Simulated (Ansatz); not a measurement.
AlCu$_{2}$ (quartet)

```xyz
3

Al   -0.0190    1.3201    0.0917
Cu    0.5891   -0.5773   -1.1167
Cu   -0.5701   -0.7428    1.0250
```

Geometry: PBE-D4/def2-TZVP.

All numbers below come from UKS PBE0-D4/def2-TZVP (Ansatz).

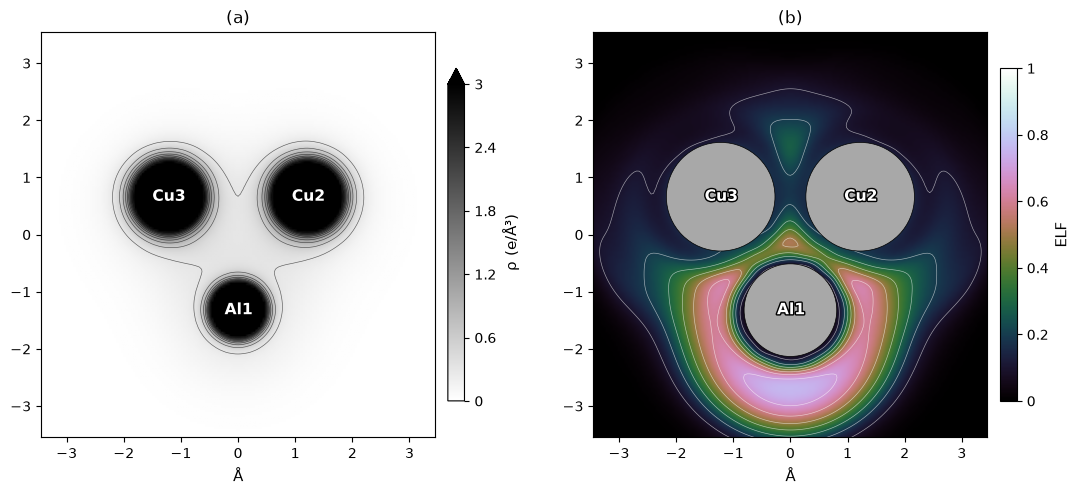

Figure 1. (a) total electron density; (b) electron localisation function on the molecular plane. Grey discs cover the atomic cores in the ELF map.

> Describe what can be read from this map.

Atoms in the plane: Al and Cu. Al–Cu (2.33 Å): the density is about 0.35 e/Å³ at the midpoint; the ELF is about 0.40 at the midpoint. Cu–Cu (2.44 Å): ρ at the midpoint is about 0.3 e/Å³; the ELF is about 0.20 at the midpoint.

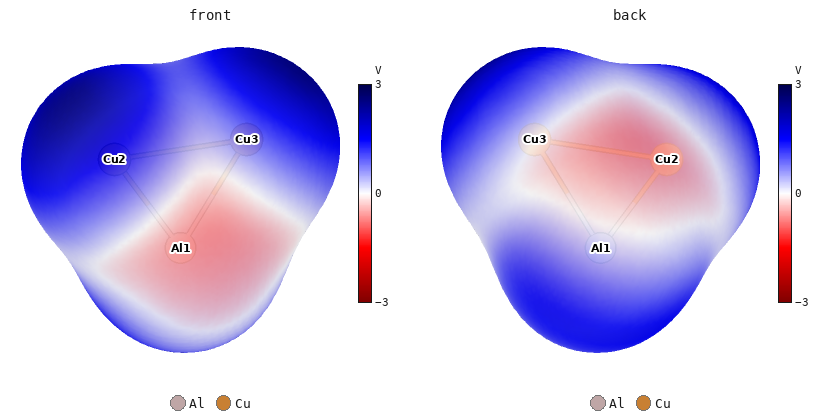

Figure 2. The molecular electrostatic potential painted on the density surface at 0.004 e/bohr³, seen from the front and from behind; the colour scale runs from red (negative) to blue (positive).

> Which sites attract a positive test charge, and which a negative one?

A positive charge is drawn to the negative regions and a negative charge to the positive ones. The most negative region (about −0.7 V) lies over Al1, the most positive (about +2.5 V) over Cu2 and Cu3.

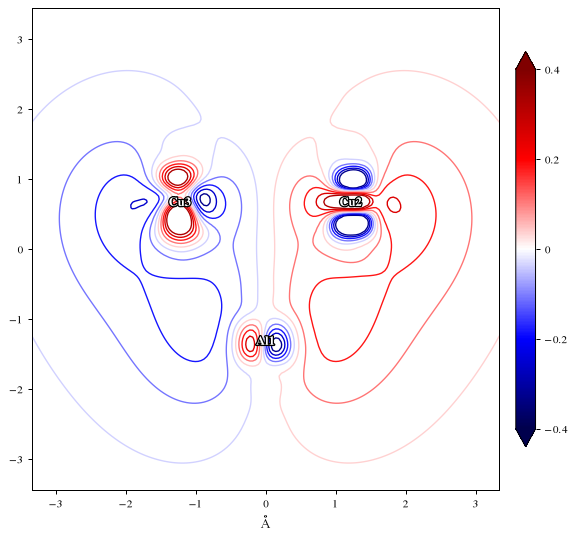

Figure 3. The HOMO−1 (α) on the molecular plane (values in Å⁻³ᐟ²; the overall sign is arbitrary).

> Where does this orbital lie, and at what energy?

Its weight (Hirshfeld) is mainly on Al1 (about 35 %), Cu2 (about 35 %) and Cu3 (about 35 %); it is symmetric in the molecular plane (an in-plane orbital: σ, lone-pair or in-plane π type). Its energy is −5.25 eV.
